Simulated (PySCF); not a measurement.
Vertical excitations of a molecule C₄H₉O, multiplicity 2 from TDA-ωB97X/def2-SVPD run with PySCF, as energy in eV (oscillator strength): 4.82 (0.003), 6.05 (0.004), 6.26 (0.039), 6.36 (0.004), 7.29 (0.005), 7.46 (0.003), 7.74 (0.005), 7.82 (0.005), 7.96 (0.008), 8.08 (0.018). The structure is a stationary point at PBE0-D3(BJ)/def2-SVP. One conformer was computed; it need not be the lowest.

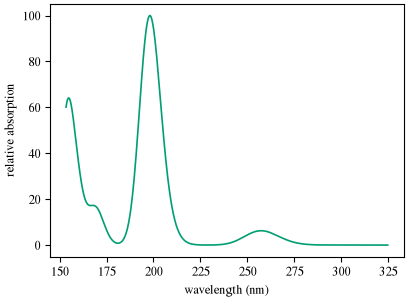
Figure. The lines broadened by 0.4 eV.

Problem. Pick the molecule that these values belong to.
A) C[CH]COC
B) C[CH]OCC
C) [CH2]C(C)(C)O
D) CCCC[O]

Solution. C, [CH2]C(C)(C)O
